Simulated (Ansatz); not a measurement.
Fields on a plane of Ti (hcp, Mg type)

```
Ti
1.0
    2.93885     0.00000     0.00000
   -1.46943     2.54512     0.00000
    0.00000     0.00000     4.64996
Ti
2
Direct
  0.33333   0.66667   0.75000
  0.66667   0.33333   0.25000
```

The slice is a (0001) plane (indices of the conventional cell) through the point (0.333, 0.667, 0.750) (fractional), spanned by u = [110] and v = [1 -1 0] in vectors of this cell: u (2.94 Å) and v (5.09 Å, at 90° to u). It covers one period; positions are fractions (u, v).

Atoms on it: Ti at (0.00, 0.00); Ti at (0.50, 0.50).

These are PBE (plane waves to 420 eV, PAW, scalar-relativistic; Ansatz, a first-principles code) values and carry that method's errors. k mesh 18×18×10. Near the nuclei the fields are pseudised (PAW); where an atom keeps semicore shells as valence, they peak there. The PAW data are Ansatz's earlier set. Ti is run without spin polarisation. Ti was relaxed with its symmetry unable to fall.

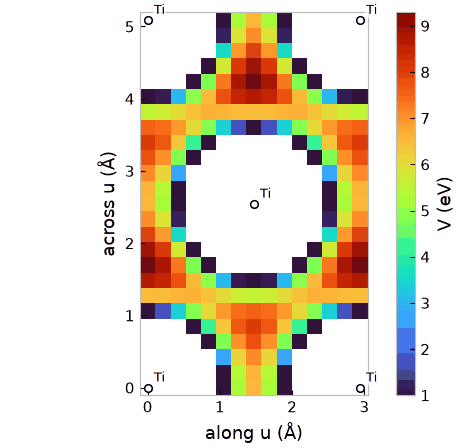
Fig. 1. Electrostatic potential energy of an electron, from the cell's mean, in eV, one period of the plane, atoms marked. Points within 1 Å of a nucleus are left white, as the pseudised field means little there. Values under 1 eV are set to 1. The zero, the cell's mean, hangs on the PAW cores.

```
|9999886633110000001133668899|
|8888775522110000001122557788|
|6666443311110000001111334466|
|3333221111000000000011112233|
|1111110000000000000000001111|
|0000000000001111110000000000|
|0000000000111111111100000000|
|0000000011223333332211000000|
|0000001133446666664433110000|
|0000002255778888887755220000|
|0000113366889999998866331100|
|0000113366889999998866331100|
|0000113366889999998866331100|
|0000112255778888887755221100|
|0000111133446666664433111100|
|0000001111223333332211110000|
|0000000000111111111100000000|
|1111000000000000000000000011|
|1111110000000000000000001111|
|3333221100000000000000112233|
|6666443311000000000011334466|
|8888775522000000000022557788|
|9999886633110000001133668899|
|9999886633110000001133668899|
```
Scale: ten equal steps from -0.83 (start of '0') to 1.09 (end of '9'), in the order '0123456789'. Values: log₁₀ of the valence density in e/Å³. The map has 14 points along u (two characters each, u = 0 at the left) and 24 along v (v = 0 in the bottom row). The scale is logarithmic, as a density can span decades between atoms and voids.

| Quantity | Value |
|---|---|
| Density on the Ti–Ti line (2.94 Å) at its midpoint | 0.19 e/Å³ |
| ELF at that point | 0.27 |
